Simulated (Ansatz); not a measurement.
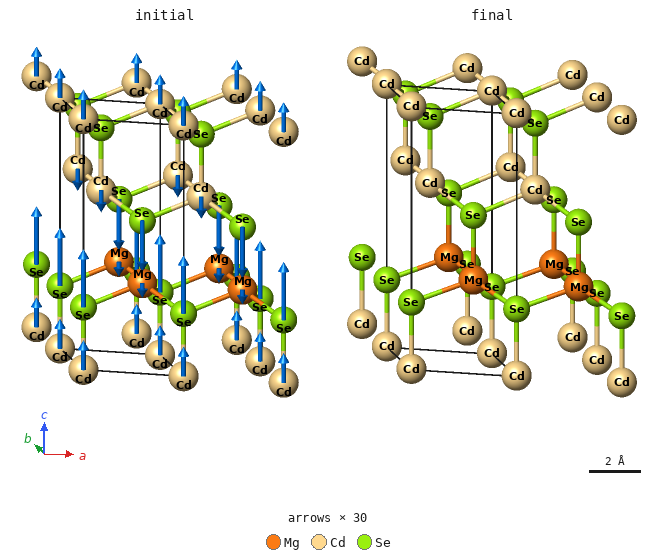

The structure of crystalline MgCd2Se3 (a generated structure, set up in P3m1) (coarse preliminary run) before (left) and after (right) a relaxation, at one scale. The blue arrows give the displacements (the part carried along by the change of the cell is left out), 30 times their true length.

The picture is a ball-and-stick view of the cell of the calculation, repeated 2 × 2 × 1 with one cell outlined, seen slightly off an axis.

Method: DFT PBE, scalar-relativistic, plane waves, PAW (Ansatz 0.2.0). Set-up: plane-wave cutoff 420 eV; k-point mesh 6 × 6 × 2; occupations gaussian; smearing width 0.1 eV; no spin polarisation; cell and atoms relaxed; force threshold 0.04 eV/Å; at most 70 steps.

### Summarise the run.

After 2 accepted moves (3 points after the start) the energy has fallen by 104 meV per atom. The largest force component goes from 0.74 to 0.025 eV/Å. The pressure goes from 9.16 to −0.06 GPa. At 1 point the geometry stayed and the basis and grid were re-selected for the new cell (energy shift of 0.4 meV per atom at most each time). The atom that moves furthest relative to the cell is a Se atom (0.078 Å along +c). Largest moves by element: Se 0.078 Å, Cd 0.040 Å, Mg 0.020 Å. The volume changes by +15.5 %, with a = b 4.133 → 4.342 Å (+5.1 %), c 10.124 → 10.594 Å (+4.6 %). Among the contacts that change: Cd–Se 2.531 → 2.687 Å, Mg–Se 2.531 → 2.627 Å, Mg–Se 2.531 → 2.599 Å. Bond angles that change, for instance: Mg–Se–Cd 109.5° → 107.4°, Se–Mg–Se 109.5° → 107.4°. The space group stays P3m1 (No. 156). The run took 34 s on 1 thread of AMD EPYC 7R43 64-Core Processor (Zen 3) (shared host), peak memory 0.52 GiB.
